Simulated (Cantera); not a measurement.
A closed system holds: 1 mol acetone, 0.3 mol O2, 2.8 mol N2, equilibrated at 0.360 bar.

Cantera equilibrium calculation (NASA polynomials, part measured and part estimated; ideal gas, pure solids and liquids). Candidate condensed phases: C, C6H6, C7H8, C8H18, H2O; 136 gas species. The feed counts by its element totals alone. The numbers say what is thermodynamically allowed, not how fast it happens.

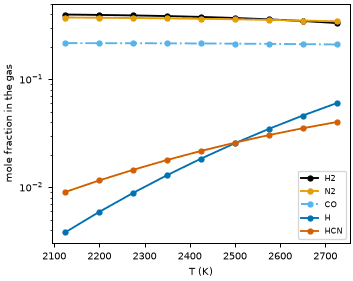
Equilibrium gas composition (values under 1e-9 drawn at 1e-9)

From 2125 K to 2725 K the condensed part is C(graphite). The main C-bearing gas is CO throughout. The share of C in condensed phases is highest at 2125 K (43.9 %) and lowest at 2725 K (30.2 %).
